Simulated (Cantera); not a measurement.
Input: 1 mol Fe, 2.3 mol H2O, 0.43 mol CO, equilibrated at 52.0 Pa.

These are equilibrium values from Cantera (NASA tables, ideal gas, pure condensed phases), not measurements of a reactor. Candidate condensed phases: C, C6H6, C7H8, C8H18, Fe, Fe(CO)5, FeO, Fe(OH)2, Fe(OH)3, Fe2O3, Fe3O4, H2O; 114 gas species. The tables' stoichiometric FeO is somewhat more stable than real wüstite, so its field is too wide. FeO: taken at fixed stoichiometry. Kinetics and transport are ignored.

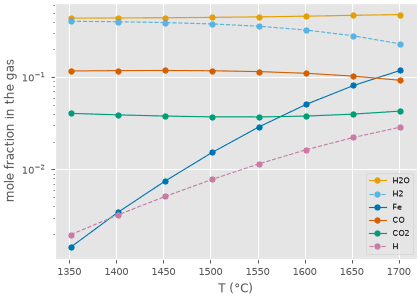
Figure. Equilibrium gas composition (values under 1e-9 drawn at 1e-9)

Read off the mole fractions at 1452 °C.

H2O about 0.44, H2 about 0.39, CO about 0.12, CO2 about 0.038, Fe about 0.0075, H about 0.0051.
